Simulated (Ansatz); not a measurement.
HfN: response to strain

Start from HfN in the rock salt structure (space group Fm-3m, No. 225; a = 4.548 Å; relaxed with 0.1 eV smearing).

Strains are applied to the cell and any free atomic positions relax.

Computed with PBE in Ansatz (plane waves to 420 eV, PAW, no SOC).

Notes on the quantities. energy relative to the base: free energy F.

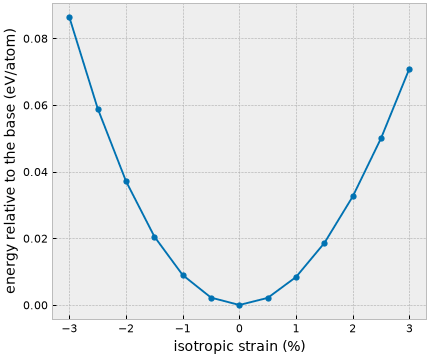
*Energy relative to the base against isotropic strain*

From the plot, what is the energy relative to the base for isotropic strain −0.50 %?

About 0.002 eV/atom.

Is the trend monotonic over the range shown?

No, it turns within the range, spanning 0 meV/atom to +86 meV/atom.

Stability against distortions was not tested. All final runs are without spin polarisation. An odd electron count without spin: HfN.

Ansatz is a first-principles code.
